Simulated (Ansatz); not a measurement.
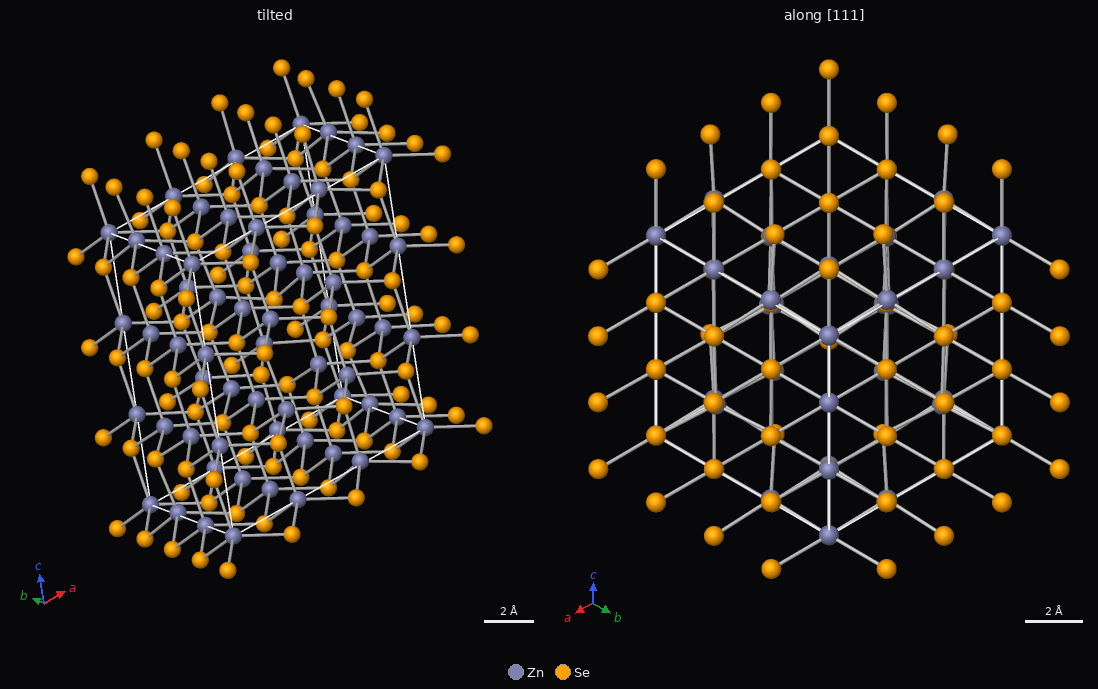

We look at a ball-and-stick model of the crystal slightly off an axis and along [111]. The outline marks the simulation cell. Some neighbours outside the box are added. Cell: a = 12.159 Å, b = 12.159 Å, c = 12.159 Å, α = 60.00°, β = 60.00°, γ = 60.00°.

Formula: Zn$_{26}$Se$_{27}$. Space group: F-43m (No. 216). Lattice: face-centred cubic. Atoms per cell: 53 (26 Zn, 27 Se). Zn is surrounded by four Se in a tetrahedral arrangement at about 2.4 to 2.5 Å. Counting contacts within bonding distance, the coordination numbers are Se 3 to 4 (mean 3.9). The bonds build a three-dimensional framework.

The model was built from a structure listed in the Materials Project, repeated into a supercell with a point defect put in. The atoms were relaxed in a fixed cell with Ansatz, DFT PBE, scalar-relativistic, plane waves, PAW.
